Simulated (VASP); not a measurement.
## Which magnetic order does CuSiO3 take?

Is CuSiO3 a ferromagnet or an antiferromagnet at this level? The start is a computed cell from the Materials Project.

Main program and level: VASP 6.6.1; PBEsol, DFT+U (Cu d 6 eV), spin-polarised, from parallel moments; plane waves and PAW (Si, Cu, O), in the first sound run; inputs show where later runs differ.

## 1. Starting point

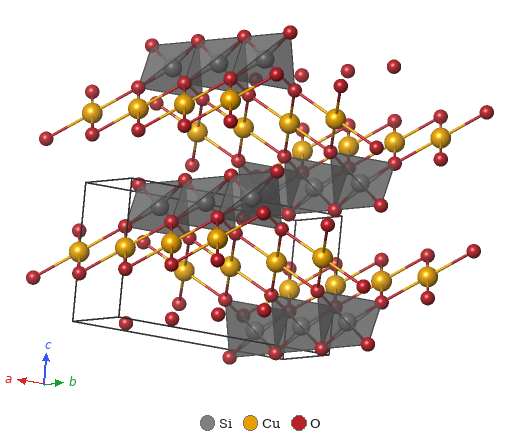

Start, viewed from a free direction; silicon grey, copper orange, oxygen red. 1×3×2 cells are drawn. Bonds to atoms that aren't drawn are left out. Some periodic images of atoms are drawn too.

Structure file:

```cif
data_structure
_symmetry_space_group_name_H-M 'Pmma'
_symmetry_Int_Tables_number 51
_cell_length_a 8.9581
_cell_length_b 2.8603
_cell_length_c 4.9182
_cell_angle_alpha 90.000
_cell_angle_beta 90.000
_cell_angle_gamma 90.000
_cell_volume 126.02
loop_
_atom_site_label
_atom_site_type_symbol
_atom_site_symmetry_multiplicity
_atom_site_Wyckoff_symbol
_atom_site_fract_x
_atom_site_fract_y
_atom_site_fract_z
_atom_site_occupancy
Si1 Si 2 f 0.75000 0.50000 0.87786 1
Cu1 Cu 2 c 0.50000 0.00000 0.50000 1
O1 O 4 j 0.59725 0.50000 0.69566 1
O2 O 2 e 0.25000 0.00000 0.94523 1
```

## 2. Magnetic order, 10 atoms, start order ferro

Each run starts from other signs of the moments at the same geometry and cutoff; gentle mixing helps it keep them. Any wave vector in a name is a fraction of the reciprocal vectors of the first cell as typed.

INCAR

```
SYSTEM = CuSiO3
PREC = Normal
ENCUT = 480
EDIFF = 1E-06
NELM = 150
ISMEAR = -1
SIGMA = 0.02
LREAL = .FALSE.
ALGO = Normal
GGA = PS
NBANDS = 43
ISPIN = 2
MAGMOM = 0 0 1 1 0 0 0 0 0 0
LDAU = .TRUE.
LDAUTYPE = 2
LDAUL = -1 2 -1
LDAUU = 0 6 0
LDAUJ = 0 0 0
LDAUPRINT = 1
LASPH = .TRUE.
LMAXMIX = 4
LORBIT = 11
LWAVE = .FALSE.
LCHARG = .TRUE.
KPAR = 4
AMIX = 0.2
BMIX = 1E-04
AMIX_MAG = 0.8
BMIX_MAG = 1E-04
```

POSCAR

```
CuSiO3
1.0
    8.9581390000      0.0000000000      0.0000000000
    0.0000000000      2.8602530000      0.0000000000
    0.0000000000      0.0000000000      4.9182360000
Si Cu O
2 2 6
Direct
    0.7500000000      0.5000000000      0.8778590000
    0.2500000000      0.5000000000      0.1221410000
    0.5000000000      0.0000000000      0.5000000000
    0.0000000000      0.0000000000      0.5000000000
    0.5972540000      0.5000000000      0.6956570000
    0.4027460000      0.5000000000      0.3043430000
    0.9027460000      0.5000000000      0.6956570000
    0.0972540000      0.5000000000      0.3043430000
    0.2500000000      0.0000000000      0.9452320000
    0.7500000000      0.0000000000      0.0547680000
```

KPOINTS

```
Automatic mesh
0
Gamma
4 10 6
0 0 0
```

Potentials, in the order of the species: Si, Cu and O (PBE family, release 64).

The run is started by

```bash
$ mpirun -np 4 vasp_std
```

The log of the run:

```text
[banner, memory and clock lines left out]
running    4 mpi-ranks, on    1 nodes
 distrk:  each k-point on    1 cores,    4 groups
 distr:  one band on    1 cores,    1 groups

 POSCAR found type information on POSCAR SiCuO
 POSCAR found :  3 types and      10 ions
|                                                                             |
|               ----> ADVICE to this user running VASP <----                  |
|                                                                             |
|     You enforced a specific xc type in the INCAR file but a different       |
|     [... a line on the potential file left out ...]
|     I HOPE YOU KNOW WHAT YOU ARE DOING!                                     |
|                                                                             |

 LDA part: xc-table for (Slater+PW92), standard interpolation
 POSCAR, INCAR and KPOINTS ok, starting setup
 FFT: planning ... GRIDC
 FFT: planning ... GRID_SOFT
 FFT: planning ... GRID
 WAVECAR not read
 entering main loop
       N       E                     dE             d eps       ncg     rms          rms(c)
DAV:   1     0.779172475029E+03    0.77917E+03   -0.29127E+04 12400   0.173E+03
DAV:   2     0.591458027111E+02   -0.72003E+03   -0.65774E+03 13661   0.453E+02
DAV:   3    -0.672847055166E+02   -0.12643E+03   -0.12185E+03 14066   0.210E+02
DAV:   4    -0.754752542420E+02   -0.81905E+01   -0.80773E+01 17752   0.560E+01
DAV:   5    -0.757408488662E+02   -0.26559E+00   -0.26490E+00 16848   0.928E+00    0.242E+01
DAV:   6    -0.683851211681E+02    0.73557E+01   -0.17912E+01 19069   0.655E+01    0.137E+01
DAV:   7    -0.670569761662E+02    0.13281E+01   -0.11462E+01 20760   0.620E+01    0.724E+00
DAV:   8    -0.671310787239E+02   -0.74103E-01   -0.24885E+00 19000   0.381E+01    0.453E+00
DAV:   9    -0.671930735455E+02   -0.61995E-01   -0.22066E-01 19824   0.123E+01    0.183E+00
DAV:  10    -0.671960231184E+02   -0.29496E-02   -0.13511E-01 18949   0.131E+01    0.695E-01
DAV:  11    -0.672001577621E+02   -0.41346E-02   -0.53427E-02 19143   0.305E+00    0.350E-01
DAV:  12    -0.672011746514E+02   -0.10169E-02   -0.59316E-03 20560   0.114E+00    0.219E-01
DAV:  13    -0.672014335574E+02   -0.25891E-03   -0.31692E-03 20088   0.605E-01    0.951E-02
DAV:  14    -0.672015258954E+02   -0.92338E-04   -0.39051E-04 19528   0.225E-01    0.358E-02
DAV:  15    -0.672015399604E+02   -0.14065E-04   -0.63336E-05 19200   0.741E-02    0.199E-02
DAV:  16    -0.672015369660E+02    0.29945E-05   -0.32987E-05 19421   0.117E-01    0.129E-02
DAV:  17    -0.672015391852E+02   -0.22192E-05   -0.13753E-05 18464   0.334E-02    0.392E-03
DAV:  18    -0.672015399324E+02   -0.74721E-06   -0.14100E-06  9244   0.167E-02
   1 F= -.67201540E+02 E0= -.67201540E+02  d E =-.198230E-10  mag=     2.0000
```

Elapsed: 2.5 min, on 4 MPI ranks of AMD EPYC 7R43, shared host; peak memory 1.9 GiB.

Lines that name or quote the potential files are left out of all logs, and their timing lines are given in words.

OUTCAR, selected parts (step 2):

```text
ion  position               nearest neighbor table
   1  0.750  0.500  0.878-   5 1.64   7 1.64  10 1.67  10 1.67
   2  0.250  0.500  0.122-   6 1.64   8 1.64   9 1.67   9 1.67
   3  0.500  0.000  0.500-   5 1.93   6 1.93   5 1.93   6 1.93
   4  0.000  0.000  0.500-   7 1.93   8 1.93   7 1.93   8 1.93
   5  0.597  0.500  0.696-   1 1.64   3 1.93   3 1.93
   6  0.403  0.500  0.304-   2 1.64   3 1.93   3 1.93
   7  0.903  0.500  0.696-   1 1.64   4 1.93   4 1.93
   8  0.097  0.500  0.304-   2 1.64   4 1.93   4 1.93
   9  0.250  0.000  0.945-   2 1.67   2 1.67
  10  0.750  0.000  0.055-   1 1.67   1 1.67

  LATTYP: Found a simple orthorhombic cell.
 ALAT       =     2.8602530000
 B/A-ratio  =     1.7195108265
 C/A-ratio  =     3.1319393774

 Subroutine GETGRP returns: Found  8 space group operations
 (whereof  4 operations were pure point group operations)

The static configuration has the point symmetry C_2h.
 The point group associated with its full space group is D_2h.

 Found     72 irreducible k-points:

   k-points           NKPTS =     72   k-points in BZ     NKDIM =     72   number of bands    NBANDS=     43

   dimension x,y,z NGX =    48 NGY =   16 NGZ =   28
   dimension x,y,z NGXF=    96 NGYF=   32 NGZF=   56

   ENCUT  =  480.0 eV  35.28 Ry    5.94 a.u.  16.00  5.11  8.79*2*pi/ulx,y,z

   NELECT =      66.0000    total number of electrons

 k-points in reciprocal lattice and weights: Automatic mesh
   0.00000000  0.00000000  0.00000000       0.004
   0.25000000  0.00000000  0.00000000       0.008
   0.50000000  0.00000000  0.00000000       0.004
   0.00000000  0.10000000  0.00000000       0.008
   0.25000000  0.10000000  0.00000000       0.017
   0.50000000  0.10000000  0.00000000       0.008
   0.00000000  0.20000000  0.00000000       0.008
   0.25000000  0.20000000  0.00000000       0.017
   0.50000000  0.20000000  0.00000000       0.008
[...]
0.25000000  0.50000000  0.50000000       0.008
   0.50000000  0.50000000  0.50000000       0.004

atom =   3  type =  2  l = 2

 onsite density matrix

spin component  1

  1.0065  0.0298  0.0000  0.0000  0.0000
  0.0298  1.0107  0.0000  0.0000  0.0000
  0.0000  0.0000  0.9792  0.0017  0.0009
  0.0000  0.0000  0.0017  0.9733  0.0044
  0.0000  0.0000  0.0009  0.0044  0.9780

spin component  2

  0.6565 -0.3365  0.0000  0.0000  0.0000
 -0.3365  0.6244  0.0000  0.0000  0.0000
  0.0000  0.0000  0.9779  0.0024  0.0008
  0.0000  0.0000  0.0024  0.9700  0.0059
  0.0000  0.0000  0.0008  0.0059  0.9763

 occupancies and eigenvectors

  o =  0.3036  v =  0.0000  0.0000  0.0000  0.0000  0.0000 -0.6900 -0.7238  0.0000  0.0000  0.0000      0.0000  0.0000  0.0000  0.0000  0.0000  0.0000  0.0000  0.0000  0.0000  0.0000
  o =  0.9662  v =  0.0000  0.0000  0.0000  0.0000  0.0000  0.0000  0.0000  0.1412 -0.8583  0.4933      0.0000  0.0000  0.0000  0.0000  0.0000  0.0000  0.0000  0.0000  0.0000  0.0000
  o =  0.9705  v =  0.0000  0.0000  0.1234 -0.8623  0.4912  0.0000  0.0000  0.0000  0.0000  0.0000      0.0000  0.0000  0.0000  0.0000  0.0000  0.0000  0.0000  0.0000  0.0000  0.0000
  o =  0.9769  v =  0.0000  0.0000  0.0000  0.0000  0.0000  0.0000  0.0000 -0.8268  0.1718  0.5356      0.0000  0.0000  0.0000  0.0000  0.0000  0.0000  0.0000  0.0000  0.0000  0.0000
  o =  0.9774  v =  0.0000  0.0000  0.0000  0.0000  0.0000 -0.7238  0.6900  0.0000  0.0000  0.0000      0.0000  0.0000  0.0000  0.0000  0.0000  0.0000  0.0000  0.0000  0.0000  0.0000
  o =  0.9782  v =  0.0000  0.0000 -0.8188  0.1911  0.5413  0.0000  0.0000  0.0000  0.0000  0.0000      0.0000  0.0000  0.0000  0.0000  0.0000  0.0000  0.0000  0.0000  0.0000  0.0000
  o =  0.9787  v = -0.7313  0.6821  0.0000  0.0000  0.0000  0.0000  0.0000  0.0000  0.0000  0.0000      0.0000  0.0000  0.0000  0.0000  0.0000  0.0000  0.0000  0.0000  0.0000  0.0000
  o =  0.9810  v =  0.0000  0.0000  0.0000  0.0000  0.0000  0.0000  0.0000 -0.5445 -0.4835 -0.6854      0.0000  0.0000  0.0000  0.0000  0.0000  0.0000  0.0000  0.0000  0.0000  0.0000
  o =  0.9817  v =  0.0000  0.0000 -0.5606 -0.4690 -0.6825  0.0000  0.0000  0.0000  0.0000  0.0000      0.0000  0.0000  0.0000  0.0000  0.0000  0.0000  0.0000  0.0000  0.0000  0.0000
  o =  1.0384  v =  0.6821  0.7313  0.0000  0.0000  0.0000  0.0000  0.0000  0.0000  0.0000  0.0000      0.0000  0.0000  0.0000  0.0000  0.0000  0.0000  0.0000  0.0000  0.0000  0.0000

atom =   4  type =  2  l = 2

 onsite density matrix

spin component  1

  1.0065 -0.0298  0.0000  0.0000  0.0000
 -0.0298  1.0107  0.0000  0.0000  0.0000
  0.0000  0.0000  0.9792 -0.0017  0.0009
  0.0000  0.0000 -0.0017  0.9733 -0.0044
  0.0000  0.0000  0.0009 -0.0044  0.9780

spin component  2

  0.6565  0.3365  0.0000  0.0000  0.0000
  0.3365  0.6244  0.0000  0.0000  0.0000
  0.0000  0.0000  0.9779 -0.0024  0.0008
  0.0000  0.0000 -0.0024  0.9700 -0.0059
  0.0000  0.0000  0.0008 -0.0059  0.9763

 occupancies and eigenvectors

  o =  0.3036  v =  0.0000  0.0000  0.0000  0.0000  0.0000  0.6900 -0.7238  0.0000  0.0000  0.0000      0.0000  0.0000  0.0000  0.0000  0.0000  0.0000  0.0000  0.0000  0.0000  0.0000
  o =  0.9662  v =  0.0000  0.0000  0.0000  0.0000  0.0000  0.0000  0.0000  0.1412  0.8583  0.4933      0.0000  0.0000  0.0000  0.0000  0.0000  0.0000  0.0000  0.0000  0.0000  0.0000
  o =  0.9705  v =  0.0000  0.0000  0.1234  0.8623  0.4912  0.0000  0.0000  0.0000  0.0000  0.0000      0.0000  0.0000  0.0000  0.0000  0.0000  0.0000  0.0000  0.0000  0.0000  0.0000
  o =  0.9769  v =  0.0000  0.0000  0.0000  0.0000  0.0000  0.0000  0.0000  0.8268  0.1718 -0.5356      0.0000  0.0000  0.0000  0.0000  0.0000  0.0000  0.0000  0.0000  0.0000  0.0000
  o =  0.9774  v =  0.0000  0.0000  0.0000  0.0000  0.0000 -0.7238 -0.6900  0.0000  0.0000  0.0000      0.0000  0.0000  0.0000  0.0000  0.0000  0.0000  0.0000  0.0000  0.0000  0.0000
  o =  0.9782  v =  0.0000  0.0000  0.8188  0.1911 -0.5413  0.0000  0.0000  0.0000  0.0000  0.0000      0.0000  0.0000  0.0000  0.0000  0.0000  0.0000  0.0000  0.0000  0.0000  0.0000
  o =  0.9787  v = -0.7313 -0.6821  0.0000  0.0000  0.0000  0.0000  0.0000  0.0000  0.0000  0.0000      0.0000  0.0000  0.0000  0.0000  0.0000  0.0000  0.0000  0.0000  0.0000  0.0000
  o =  0.9810  v =  0.0000  0.0000  0.0000  0.0000  0.0000  0.0000  0.0000 -0.5445  0.4835 -0.6854      0.0000  0.0000  0.0000  0.0000  0.0000  0.0000  0.0000  0.0000  0.0000  0.0000
  o =  0.9817  v =  0.0000  0.0000 -0.5606  0.4690 -0.6825  0.0000  0.0000  0.0000  0.0000  0.0000      0.0000  0.0000  0.0000  0.0000  0.0000  0.0000  0.0000  0.0000  0.0000  0.0000
  o =  1.0384  v = -0.6821  0.7313  0.0000  0.0000  0.0000  0.0000  0.0000  0.0000  0.0000  0.0000      0.0000  0.0000  0.0000  0.0000  0.0000  0.0000  0.0000  0.0000  0.0000  0.0000

 average (electrostatic) potential at core
       1 -86.1469       2 -86.1469       3 -67.6663       4 -67.6663       5 -71.8324
       6 -71.8324       7 -71.8324       8 -71.8324       9 -72.4638      10 -72.4638

 E-fermi :   2.6227

 spin component 1
 k-point     1 :       0.0000    0.0000    0.0000
  band No.  band energies     occupation
    ...
     30       0.4639      1.00000
     31       0.4643      1.00000
     32       1.4870      1.00000
     33       1.9879      1.00000
     34       2.2227      1.00000
     35       5.6742      0.00000
     36       7.3694      0.00000
     37       8.7750      0.00000
     38       9.0041      0.00000
     39       9.0565      0.00000
    ...

 k-point     2 :       0.2500    0.0000    0.0000
  band No.  band energies     occupation
    ...
     30       0.4416      1.00000
     31       0.7007      1.00000
     32       1.3731      1.00000
     33       2.0246      1.00000
     34       2.1904      1.00000
     35       5.9056      0.00000
     36       7.1172      0.00000
     37       8.4826      0.00000
     38       8.8798      0.00000
     39       9.6746      0.00000
    ...

 k-point     3 :       0.5000    0.0000    0.0000
  band No.  band energies     occupation
    ...
     30       0.3918      1.00000
     31       1.0762      1.00000
     32       1.0762      1.00000
     33       2.1098      1.00000
     34       2.1098      1.00000
     35       6.4842      0.00000
     36       6.4842      0.00000
     37       8.6102      0.00000
     38       8.6102      0.00000
     39      10.2206      0.00000
    ...

 k-point     4 :       0.0000    0.1000    0.0000
  band No.  band energies     occupation
    ...
     30       0.4400      1.00000
     31       0.5507      1.00000
     32       1.4736      1.00000
     33       1.7374      1.00000
     34       2.0371      1.00000
     35       6.1128      0.00000
     36       7.7160      0.00000
     37       8.8848      0.00000
     38       9.2893      0.00000
     39       9.3852      0.00000
    ...

 k-point     5 :       0.2500    0.1000    0.0000
  band No.  band energies     occupation
    ...
     30       0.4170      1.00000
     31       0.7427      1.00000
     32       1.3482      1.00000
     33       1.7943      1.00000
     34       1.9940      1.00000
     35       6.3231      0.00000
     36       7.4600      0.00000
     37       8.7285      0.00000
     38       9.2395      0.00000
     39       9.7562      0.00000
    ...

 k-point     6 :       0.5000    0.1000    0.0000
  band No.  band energies     occupation
    ...
     30       0.3554      1.00000
     31       1.0685      1.00000
     32       1.0685      1.00000
     33       1.8963      1.00000
     34       1.8963      1.00000
     35       6.8570      0.00000
     36       6.8570      0.00000
     37       8.9240      0.00000
     38       8.9240      0.00000
     39      10.2265      0.00000
    ...

  Total       -3.3944439     -5.6607481     -3.2307180      0.0000000      0.0000000     -0.0000000
  in kB      -43.1566376    -71.9702145    -41.0750426      0.0000000      0.0000000     -0.0000000
  external PRESSURE =     -52.0672982 kB  Pullay stress =       0.0000000 kB

  energy-cutoff  :      480.00
  volume of cell :      126.02
      direct lattice vectors                 reciprocal lattice vectors
     8.958139000  0.000000000  0.000000000     0.111630329  0.000000000  0.000000000
     0.000000000  2.860253000  0.000000000     0.000000000  0.349619422  0.000000000
     0.000000000  0.000000000  4.918236000     0.000000000  0.000000000  0.203324932

 POSITION                                       TOTAL-FORCE (eV/Angst)
 -----------------------------------------------------------------------------------
      6.71860      1.43013      4.31752         0.000000      0.000000     -0.125900
      2.23953      1.43013      0.60072        -0.000000     -0.000000      0.125900
      4.47907      0.00000      2.45912        -0.000000     -0.000000      0.000000
      0.00000      0.00000      2.45912        -0.000000     -0.000000      0.000000
      5.35028      1.43013      3.42141        -0.205259     -0.000000     -0.359996
      3.60785      1.43013      1.49683         0.205259     -0.000000      0.359996
      8.08692      1.43013      3.42141         0.205259      0.000000     -0.359996
      0.87121      1.43013      1.49683        -0.205259      0.000000      0.359996
      2.23953      0.00000      4.64887         0.000000     -0.000000      0.023740
      6.71860      0.00000      0.26936        -0.000000     -0.000000     -0.023740
 -----------------------------------------------------------------------------------
    total drift:                                0.000000     -0.000000     -0.000000

  FREE ENERGIE OF THE ION-ELECTRON SYSTEM (eV)
  ---------------------------------------------------
  free  energy   TOTEN  =       -67.2015399324 eV

  energy  without entropy=      -67.2015399324  energy(sigma->0) =      -67.20153993

 total charge
# of ion       s       p       d       tot
------------------------------------------
    1        0.655   0.964   0.000   1.618
    2        0.655   0.964   0.000   1.618
    3        0.362   0.396   9.131   9.889
    4        0.362   0.396   9.131   9.889
    5        1.548   3.561   0.000   5.109
    6        1.548   3.561   0.000   5.109
    7        1.548   3.561   0.000   5.109
    8        1.548   3.561   0.000   5.109
    9        1.553   3.598   0.000   5.151
   10        1.553   3.598   0.000   5.151
--------------------------------------------------
tot         11.330  24.159  18.262  53.751

 magnetization (x)
# of ion       s       p       d       tot
------------------------------------------
    1        0.002   0.007   0.000   0.009
    2        0.002   0.007   0.000   0.009
    3       -0.003  -0.001   0.742   0.738
    4       -0.003  -0.001   0.742   0.738
    5        0.011   0.094   0.000   0.105
    6        0.011   0.094   0.000   0.105
    7        0.011   0.094   0.000   0.105
    8        0.011   0.094   0.000   0.105
    9        0.000   0.014   0.000   0.015
   10        0.000   0.014   0.000   0.015
--------------------------------------------------
tot          0.043   0.414   1.485   1.942

[... 6 further parts left out ...]
```

The magnetic state follows from one typed start and may not be the lowest. The gap is read on the k-mesh alone, so it is an upper bound where the band edges lie off the mesh. The PAW data sets were made with PBE, which is usual practice but a small mismatch for other functionals.

This step gave:

| Property | Result |
| --- | --- |
| electronic cycles | 18 |
| electrons | 66 |
| free energy (TOTEN) | -67.2015 eV |
| Fermi energy | 2.623 eV |
| moment of the cell, from the last line of the log | 2 μB |
| metallic | no |
| gap on the k-mesh | 2.134 eV |
| least direct gap on the k-mesh | 2.565 eV |

Spin moment in the PAW sphere by atom:

| atom | spin moment in the PAW sphere (μB) |
| --- | --- |
| Si1 | 0.009 |
| Si2 | 0.009 |
| Cu3 | 0.738 |
| Cu4 | 0.738 |
| O5 | 0.105 |
| O6 | 0.105 |
| O7 | 0.105 |
| O8 | 0.105 |
| O9 | 0.015 |
| O10 | 0.015 |

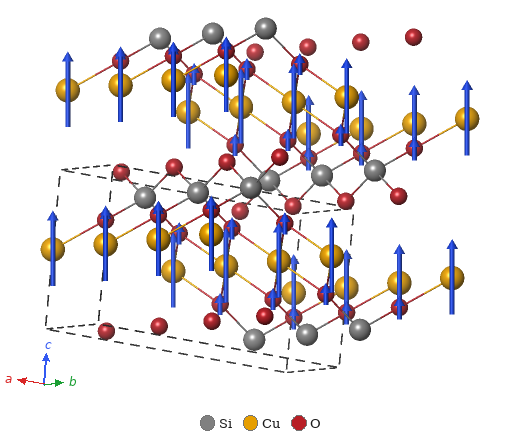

Spin moment in the PAW sphere as arrows, the longest 0.738 μB. Up and down stand for the sign. Arrows give size and sign along the axis of quantisation, drawn up and down the page. Each arrow also spans its atom, so small moments look longer than they are. Bonds to atoms that aren't drawn are left out. 1×3×2 cells are drawn. Some periodic images of atoms are drawn too.

Force by atom:

| atom | x (eV/Å) | y (eV/Å) | z (eV/Å) | size |
| --- | --- | --- | --- | --- |
| Si1 | 0.000 | 0.000 | -0.126 | 0.126 |
| Si2 | 0.000 | 0.000 | 0.126 | 0.126 |
| Cu3 | 0.000 | 0.000 | 0.000 | 0.000 |
| Cu4 | 0.000 | 0.000 | 0.000 | 0.000 |
| O5 | -0.205 | 0.000 | -0.360 | 0.414 |
| O6 | 0.205 | 0.000 | 0.360 | 0.414 |
| O7 | 0.205 | 0.000 | -0.360 | 0.414 |
| O8 | -0.205 | 0.000 | 0.360 | 0.414 |
| O9 | 0.000 | 0.000 | 0.024 | 0.024 |
| O10 | 0.000 | 0.000 | -0.024 | 0.024 |

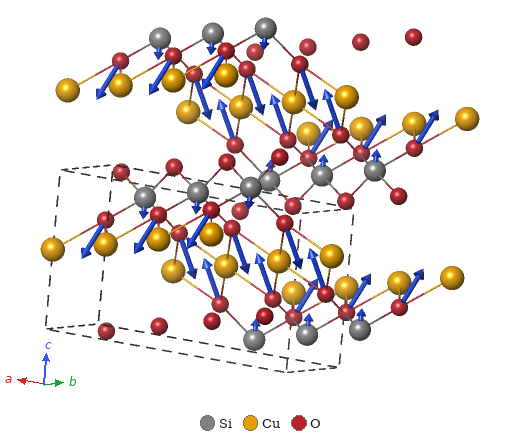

Force as arrows, the longest 0.414 eV/Å. Bonds to atoms that aren't drawn are left out. 1×3×2 cells are drawn. Some periodic images of atoms are drawn too.

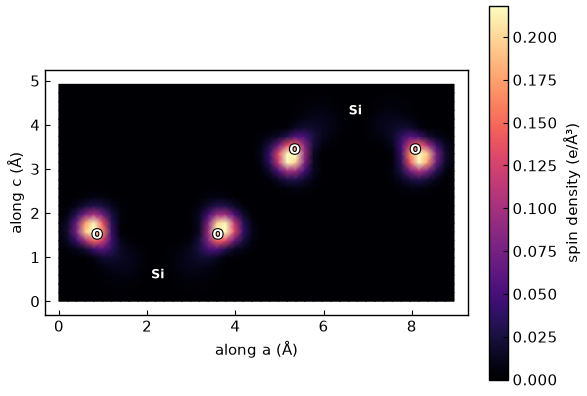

Spin density in the ac plane at fractional y = 0.500, with atoms of Si and O within 0.2 Å of it.

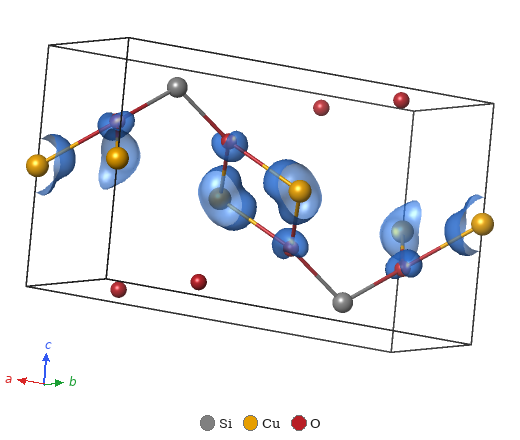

Surface of spin density = 0.15 e/Å³, which holds about 70 % of the integral of its size. Bonds to atoms that aren't drawn are left out.

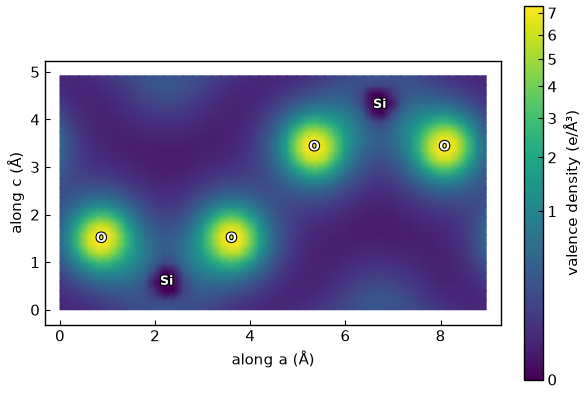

Valence density in the ac plane at fractional y = 0.500, with atoms of Si and O within 0.2 Å of it. It is the smooth field of the valence electrons, not physical close to the nuclei. The colour scale is stretched toward low values.

The largest moment at the end is 0.74 μB, and the moments of the cell sum to 2.00 μB.

(Continued in part 2 of 3.)

[Lines on the potential files, build, host, timing and source positions are cut from VASP's logs without a mark.]

[Logs are printed without paths, hosts, clocks, repeated set-up lines and the standing remarks that a program may print on its own settings, such as how far it seeks lower states.]

[Hosts, paths, dates, database ids (printed as entryN), source tags and the programs' standing remarks are cut or masked in the printed files.]

[Runs that stopped without an error message from VASP are left out.]

[In band tables of VASP the shares of atoms and orbitals are scaled to a sum of 1 inside the atoms' spheres.]
